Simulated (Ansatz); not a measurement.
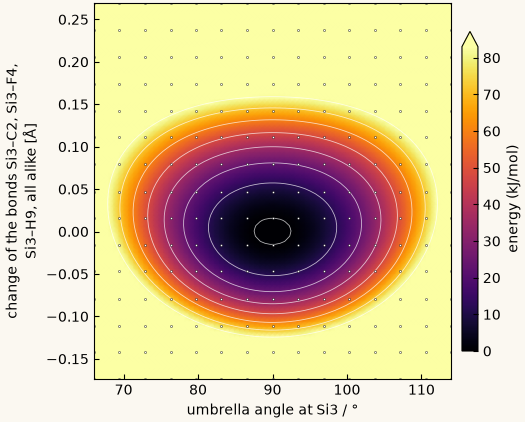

CH5FSi2, SMILES F[SiH]=C[SiH3]. The first coordinate is: umbrella angle at Si3 (between each of its bonds and their common axis; 90 is planar); the second: change of the bonds Si3–C2, Si3–F4, Si3–H9, all alike. Nothing is relaxed (all other coordinates rigid). Grid: 15 × 15 points. Points are written as (first, second). Energies are in kJ/mol, from the lowest grid point. These are results of RKS B3LYP-D4/def2-TZVP (Ansatz), not measurements.

Drawn: a smooth colour map with a few white contour lines, dots at the grid points, one colour for all values above the top of the scale. Between grid points the surface is interpolated.

Where is the minimum, and how stiff is the well along each coordinate?

Answer. The interpolated minimum is at the first coordinate ≈ 90.0°, the second coordinate ≈ 0.000 Å. The curvatures there are about 12 eV/rad² and 91 eV/Å², with a cross term of about 0 eV/(rad·Å). Round the minimum the two coordinates are nearly uncoupled. (1 eV is 96.5 kJ/mol.)
